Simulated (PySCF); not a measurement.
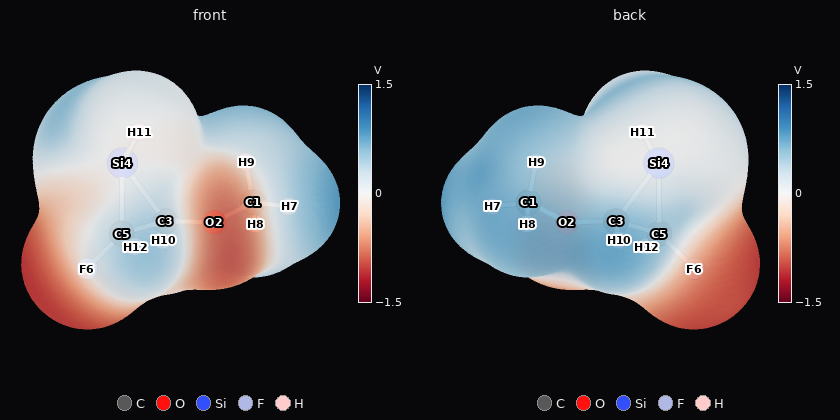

C₃H₆FOSi (doublet). The electrostatic potential painted on the density surface at 0.001 e/bohr³, seen from the front and from behind; red is negative and blue positive.

Geometry: GFN2-xTB.

All numbers below come from PySCF, UKS B3LYP, pcH-1 on C F H O Si, non-relativistic, mean-field spin-orbit, GIAO.

```xyz
12

C     1.8029    0.6517    0.1141
O     0.6674    0.1520    0.7728
C    -0.2164   -0.5103   -0.0702
Si   -1.6922    0.5099   -0.7615
C    -1.5627   -0.8458    0.5756
F    -1.9642   -2.1427    0.3515
H     2.4270    1.1178    0.8739
H     2.3617   -0.1528   -0.3782
H     1.5187    1.3969   -0.6400
H     0.2387   -1.3138   -0.6489
H    -1.9635    1.7817   -0.0939
H    -1.6163   -0.6452    1.6434
```

Question: Where is the surface potential most negative and most positive?

Answer: The most negative region (about −1.0 V) lies over F6, the most positive (about +0.8 V) over C1, H7, H8 and H10.
